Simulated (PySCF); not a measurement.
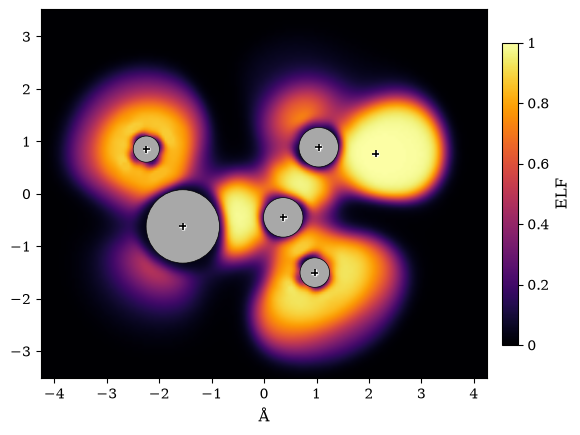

The electron localisation function on a plane through atoms (crosses mark nuclei in the plane; grey discs cover the cores).

All numbers below come from CAM-B3LYP/def2-SVPD, SCF density, gas phase in PySCF 2.14.0.

Candidates:
A. C₂H₅FOSi (SMILES CC(=O)[SiH2]F)
B. C₅H₁₄GaN

> Which candidate gave the map?

Candidate A: C₂H₅FOSi on the plane of atoms C2, C1 and H7, which holds C, O, Si, F and H. C–O (1.21 Å): the ELF peaks at about 0.90 between the atoms; a short, multiple covalent bond. C–C (1.50 Å): the ELF peaks at about 0.95 between the atoms; a shared electron pair.
